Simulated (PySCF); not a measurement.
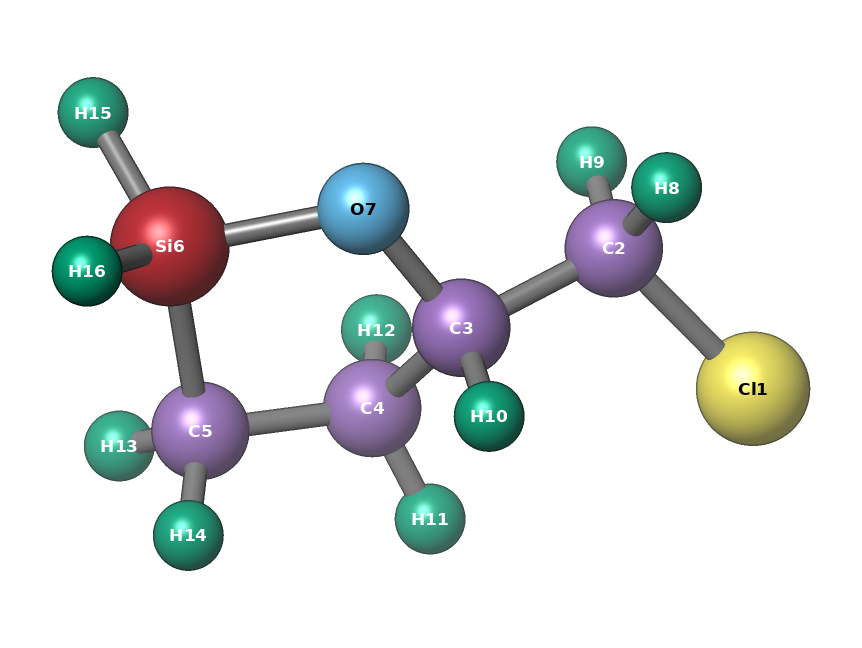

Distant atoms are faded towards the background colour. The computed structure is the end point of a PBE0-D3(BJ)/def2-SVP optimisation. No frequency run is at hand to confirm it as a minimum.

> Which atoms or bonds are stereogenic?

Centres: C3.

> Assign CIP descriptors.

C3: S (priorities O7 > C2 > C4 > H10).

> Give a SMILES with the stereochemistry.

ClC[C@@H]1CC[SiH2]O1
